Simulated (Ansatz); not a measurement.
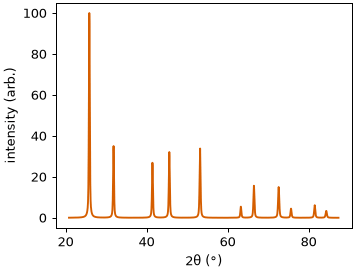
Simulated powder pattern, Cu Kα, λ = 1.54184 Å

The pattern belongs to a structure relaxed with PBEsol in the plane-wave PAW code Ansatz.

Question: Which compound is it?
(A) BRu, CsCl type
(B) BAs, P6_222 (B on 3d, As on 3c)
(C) BAs, P-6m2 (B on 1a, As on 1f)
(D) LaB2, MoSi2 or CaC2 type

Answer: D, LaB2, MoSi2 or CaC2 type

Space group I4/mmm (MoSi2 or CaC2 type). The start of the workflow was typed in or built on a structure type; neither database checked (COD, Materials Project) lists it. Whether it is the stable phase at ambient conditions was not checked. The PBEsol relaxation kept the symmetry of its start; whether a distortion lowers the energy is not shown. Its formation energy is positive at this level, so the cell may be metastable or incomplete. Scalar-relativistic: spin–orbit coupling is off unless named, which matters more the heavier the elements.

Potentials: the earlier of the program's two PAW sets. The files were generated under PBE; for other functionals the program regenerates the frozen cores, and for LDA and PBEsol the local potential too.
